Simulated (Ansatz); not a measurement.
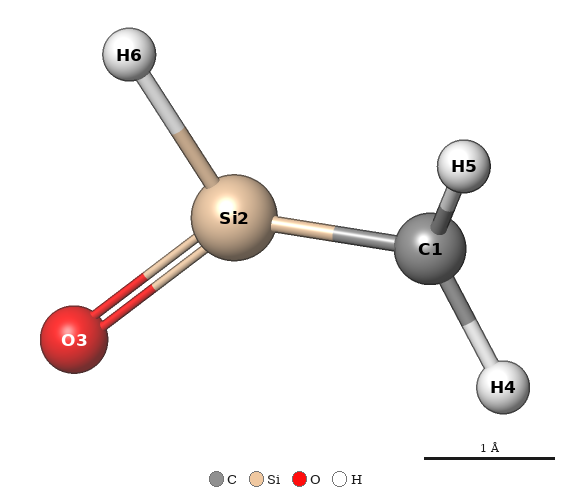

(Drawn from a calculation with Ansatz.)

Numbered structure. The species has charge −1 and is a spin singlet. Geometry: atoms displaced at random (about 0.13 Å) from a stationary point of GFN2-xTB.

Which bond is the longest?

Si2–O3, 1.694 Å.
